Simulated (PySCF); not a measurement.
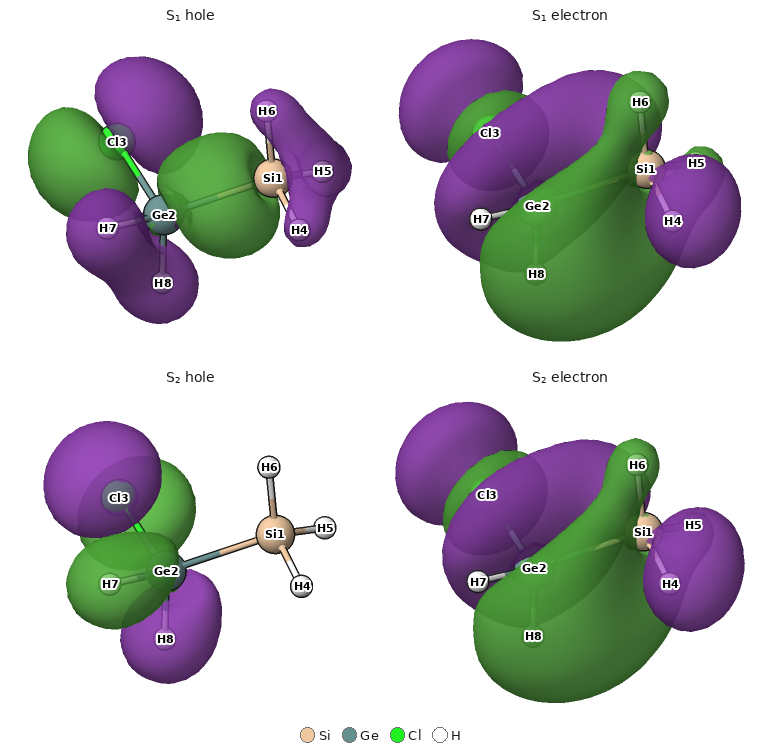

ClGeH$_{5}$Si, SMILES `[SiH3][GeH2][Cl]`. Leading natural transition orbitals (TDA singlet states).

PySCF calculation, B3LYP/def2-TZVP, gas phase; geometry: GFN2-xTB. No frequency check shows the geometry to be a minimum. GFN2-xTB bond lengths at metals and heavier atoms can be off by up to 0.1 Å and shapes distorted, which carries into these values. Without diffuse functions Rydberg states are missing, so the states' numbers hold for this basis only.

Geometry (Å), atoms numbered from 1:

```
Si1      1.9587    0.5239   -0.0000
Ge2     -0.1164   -0.5930   -0.0000
Cl3     -1.7708    0.7308   -0.0000
H4       3.0293   -0.4686    0.0730
H5       2.1097    1.3040   -1.2279
H6       2.0509    1.4165    1.1547
H7      -0.3916   -1.5152    1.1852
H8      -0.3926   -1.5175   -1.1832
```

Describe these excited states.

By state:
- S₁: 6.26 eV (198 nm), f = 0.032; the leading pair carries 99 %; hole on Cl3 (52 %), Ge2 (17 %) and Si1 (16 %), electron on Ge2 (40 %), Cl3 (24 %) and Si1 (20 %); their centroids lie 0.9 Å apart.
- S₂: 6.40 eV (194 nm), f = 0.004; the leading pair carries 100 %; hole on Cl3 (64 %), Ge2 (15 %) and H7 and H8 (10 % each), electron on Ge2 (40 %), Cl3 (25 %) and Si1 (20 %); their centroids lie 1.5 Å apart.
